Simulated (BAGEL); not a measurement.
# C3H3Se− (SMILES C#CC[Se-]): HF/6-31G(d) (density fitting with qzvpp-jkfit, spherical functions)

What is the energy change on altering one bond length of C3H3Se− at HF/6-31G* (density fitting with qzvpp-jkfit, spherical functions)? 

Program for the calculation: BAGEL 1.2.2.

4 further runs of the same task are left out: 4 that didn't finish. Runs told in other sessions of the task aren't counted.

**1. The system as given**

C3H3Se− has 7 atoms, charge -1, and is taken as a singlet. SMILES: `C#CC[Se-]`. The shape comes from GFN2-xTB, which is rough for such elements, and wasn't checked as a minimum.

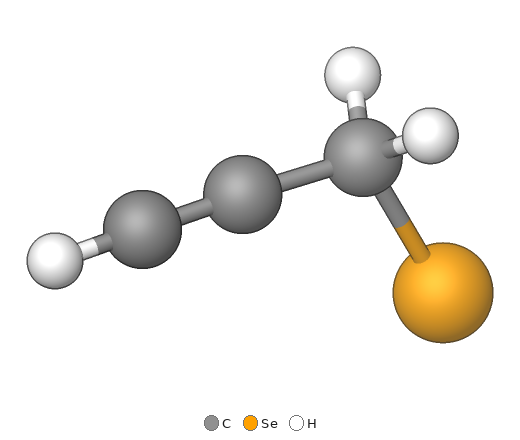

Viewed from a chosen angle; carbon grey, selenium orange, hydrogen white.

**2. The energy at HF/6-31G(d) (density fitting with qzvpp-jkfit, spherical functions)**

Contents of input.json:

```json
{ "bagel" : [

{
  "title" : "molecule",
  "basis" : "6-31gs.json",
  "df_basis" : "qzvpp-jkfit",
  "angstrom" : true,
  "geometry" : [
    { "atom" : "C", "xyz" : [      -1.358030,       0.839390,      -0.709270 ] },
    { "atom" : "C", "xyz" : [      -0.370480,       0.358250,      -0.229680 ] },
    { "atom" : "C", "xyz" : [       0.782820,      -0.263250,       0.348340 ] },
    { "atom" : "Se", "xyz" : [       0.496370,      -2.181700,       0.761930 ] },
    { "atom" : "H", "xyz" : [      -2.228230,       1.253620,      -1.125000 ] },
    { "atom" : "H", "xyz" : [       1.630640,      -0.223050,      -0.340380 ] },
    { "atom" : "H", "xyz" : [       1.046910,       0.216750,       1.294060 ] }
  ]
},

{ "title" : "hf", "charge" : -1 },

{ "title" : "print", "file" : "orbitals.molden", "orbitals" : true }

]}
```

The basis set 6-31G* is read from a file made from the Basis Set Exchange's data (not shown).

On the command line:

```bash
$ BAGEL_NUM_THREADS=1 BAGEL input.json > input.out
```

What it wrote:

```text
* using 1 threads per process

  ===============================================================
  ===============================================================

  *** Geometry ***

  { "atom" : "C", "xyz" : [     -2.566305,      1.586217,     -1.340326 ] },
  { "atom" : "C", "xyz" : [     -0.700106,      0.676994,     -0.434032 ] },
  { "atom" : "C", "xyz" : [      1.479315,     -0.497470,      0.658267 ] },
  { "atom" : "Se", "xyz" : [      0.938003,     -4.122815,      1.439839 ] },
  { "atom" : "H", "xyz" : [     -4.210744,      2.368998,     -2.125942 ] },
  { "atom" : "H", "xyz" : [      3.081463,     -0.421503,     -0.643225 ] },
  { "atom" : "H", "xyz" : [      1.978373,      0.409598,      2.445419 ] },

  Number of auxiliary basis functions:      545

  Since a DF basis is specified, we compute 2- and 3-index integrals:
    o Being stored without compression. Storage requirement is 0.028 GB

  Number of basis functions:       80
  Number of electrons      :       55

    * METHOD: MOLECULE                             0.34

  *** RHF ***

  === Nuclear Repulsion ===
   191.4803937926

      * DIIS with orbital gradients will be used.

  === RHF iteration (6-31gs.json) ===
      0      -2514.69114119          0.01429090           0.10
      1      -2514.81533361          0.00645985           0.10
      2      -2514.83070821          0.00167631           0.10
      3      -2514.83200949          0.00037358           0.10
      4      -2514.83211971          0.00015553           0.10
      5      -2514.83213684          0.00006955           0.10
      6      -2514.83214226          0.00003275           0.10
      7      -2514.83214423          0.00001096           0.10
      8      -2514.83214446          0.00000508           0.10
      9      -2514.83214452          0.00000204           0.10
     10      -2514.83214453          0.00000059           0.10
     11      -2514.83214453          0.00000023           0.10
     12      -2514.83214453          0.00000009           0.10
     13      -2514.83214453          0.00000004           0.10
     14      -2514.83214453          0.00000002           0.10
     15      -2514.83214453          0.00000001           0.10
    * SCF iteration converged.

    * Permanent dipole moment:
           (    0.048165,    -1.264359,     0.354541) a.u.

    * METHOD: HF                                   1.85

    * METHOD: PRINT                                0.02

  ===============================================================
```

It took 2.4 s on 1 thread of Arm Neoverse V1, shared host; peak memory 0.13 GiB.

**3. The distorted shape at the same level**

Contents of job.json:

```json
{ "bagel" : [

{
  "title" : "molecule",
  "basis" : "6-31gs.json",
  "df_basis" : "qzvpp-jkfit",
  "angstrom" : true,
  "geometry" : [
    { "atom" : "C", "xyz" : [   -1.437250,    0.695403,   -0.992961 ] },
    { "atom" : "C", "xyz" : [   -0.449700,    0.214263,   -0.513371 ] },
    { "atom" : "C", "xyz" : [    0.703600,   -0.407237,    0.064649 ] },
    { "atom" : "Se", "xyz" : [    0.417150,   -2.325687,    0.478239 ] },
    { "atom" : "H", "xyz" : [   -2.307450,    1.109633,   -1.408691 ] },
    { "atom" : "H", "xyz" : [    1.551420,   -0.367037,   -0.624071 ] },
    { "atom" : "H", "xyz" : [    1.046910,    0.216750,    1.294060 ] }
  ]
},
{ "title" : "hf", "charge" : -1 },
{ "title" : "print", "file" : "orbitals.molden", "orbitals" : true }

]}
```

The basis set 6-31G* is read from a file made from the Basis Set Exchange's data (not shown).

On the command line:

```bash
$ BAGEL_NUM_THREADS=1 BAGEL job.json > job.out
```

What it wrote:

```text
* using 1 threads per process

  ===============================================================
  ===============================================================

  *** Geometry ***

  { "atom" : "C", "xyz" : [     -2.716009,      1.314121,     -1.876424 ] },
  { "atom" : "C", "xyz" : [     -0.849810,      0.404898,     -0.970131 ] },
  { "atom" : "C", "xyz" : [      1.329611,     -0.769566,      0.122169 ] },
  { "atom" : "Se", "xyz" : [      0.788299,     -4.394911,      0.903741 ] },
  { "atom" : "H", "xyz" : [     -4.360449,      2.096902,     -2.662040 ] },
  { "atom" : "H", "xyz" : [      2.931759,     -0.693599,     -1.179323 ] },
  { "atom" : "H", "xyz" : [      1.978373,      0.409598,      2.445419 ] },

  Number of auxiliary basis functions:      545

  Since a DF basis is specified, we compute 2- and 3-index integrals:
    o Being stored without compression. Storage requirement is 0.028 GB

  Number of basis functions:       80
  Number of electrons      :       55

    * METHOD: MOLECULE                             0.34

  *** RHF ***

  === Nuclear Repulsion ===
   189.9438500301

      * DIIS with orbital gradients will be used.

  === RHF iteration (6-31gs.json) ===
      0      -2514.63712773          0.01464457           0.10
      1      -2514.77103548          0.00673873           0.09
      2      -2514.78864820          0.00173787           0.10
      3      -2514.79024302          0.00040715           0.10
      4      -2514.79040016          0.00014627           0.09
      5      -2514.79042605          0.00008166           0.09
      6      -2514.79043190          0.00004037           0.09
      7      -2514.79043455          0.00001232           0.10
      8      -2514.79043484          0.00000603           0.10
      9      -2514.79043492          0.00000239           0.10
     10      -2514.79043493          0.00000081           0.10
     11      -2514.79043493          0.00000032           0.10
     12      -2514.79043493          0.00000014           0.10
     13      -2514.79043493          0.00000007           0.10
     14      -2514.79043493          0.00000003           0.10
     15      -2514.79043493          0.00000001           0.10
     16      -2514.79043493          0.00000001           0.10
    * SCF iteration converged.

    * Permanent dipole moment:
           (    0.138395,    -1.112730,     0.491288) a.u.

    * METHOD: HF                                   1.93

    * METHOD: PRINT                                0.02

  ===============================================================
```

Wall time 2.4 s (1 thread of Arm Neoverse V1, shared host); peak memory 0.13 GiB.

**4. Results**

Level: HF/6-31G* (density fitting with qzvpp-jkfit, spherical functions).

```
                                                              quantity           value
                                             first shape: total energy  -2514.83214 Eh
                                              first shape: HOMO energy        -2.13 eV
                                              first shape: LUMO energy         9.37 eV
    first shape: HOMO–LUMO gap (to an unbound level, set by the basis)        11.50 eV
                                         distorted shape: total energy  -2514.79043 Eh
                                          distorted shape: HOMO energy        -2.16 eV
                                          distorted shape: LUMO energy         8.93 eV
distorted shape: HOMO–LUMO gap (to an unbound level, set by the basis)        11.09 eV
     energy change with the C3–H7 bond stretched from 1.093 to 1.421 Å        1.135 eV
```

**Reading.** With the C3–H7 bond stretched from 1.093 to 1.421 Å the energy rises by 1.13 eV (26 kcal/mol). The first shape isn't relaxed at this level, so the change isn't measured from a minimum.
